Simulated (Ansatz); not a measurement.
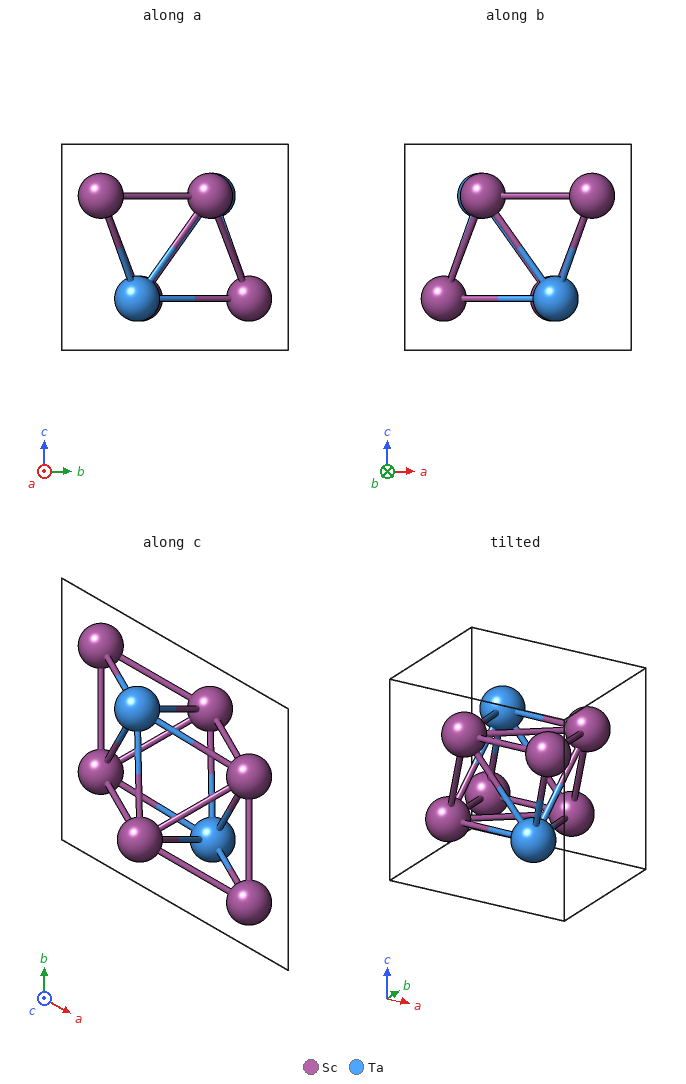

Drawn in the ball-and-stick manner and seen along the a axis, along the b axis, along the c axis and slightly off an axis. The lines enclose the conventional unit cell; boundary atoms appear with their images.

Lattice parameters: a = 6.3805 Å, b = 6.3805 Å, c = 5.0190 Å, α = 90.000°, β = 90.000°, γ = 120.000°.

Record the structure as a CIF in P1 with every atom of the cell, with free fractional coordinates to two decimals.

Answer.
```cif
data_structure
_symmetry_space_group_name_H-M 'P 1'
_symmetry_Int_Tables_number 1
_cell_length_a 6.3805
_cell_length_b 6.3805
_cell_length_c 5.0190
_cell_angle_alpha 90.000
_cell_angle_beta 90.000
_cell_angle_gamma 120.000
_cell_volume 176.95
loop_
_atom_site_label
_atom_site_type_symbol
_atom_site_fract_x
_atom_site_fract_y
_atom_site_fract_z
_atom_site_occupancy
Sc1 Sc 0.35 0.17 0.75 1
Sc2 Sc 0.83 0.17 0.75 1
Sc3 Sc 0.83 0.65 0.75 1
Sc4 Sc 0.65 0.83 0.25 1
Sc5 Sc 0.17 0.83 0.25 1
Sc6 Sc 0.17 0.35 0.25 1
Ta1 Ta 0.6667 0.3333 0.25 1
Ta2 Ta 0.3333 0.6667 0.75 1
```

The starting point was a structure type filled with these elements by a generator (whether the compound takes this form wasn't checked). This is the structure after a relaxation with DFT PBE, scalar-relativistic, plane waves, PAW (Ansatz).
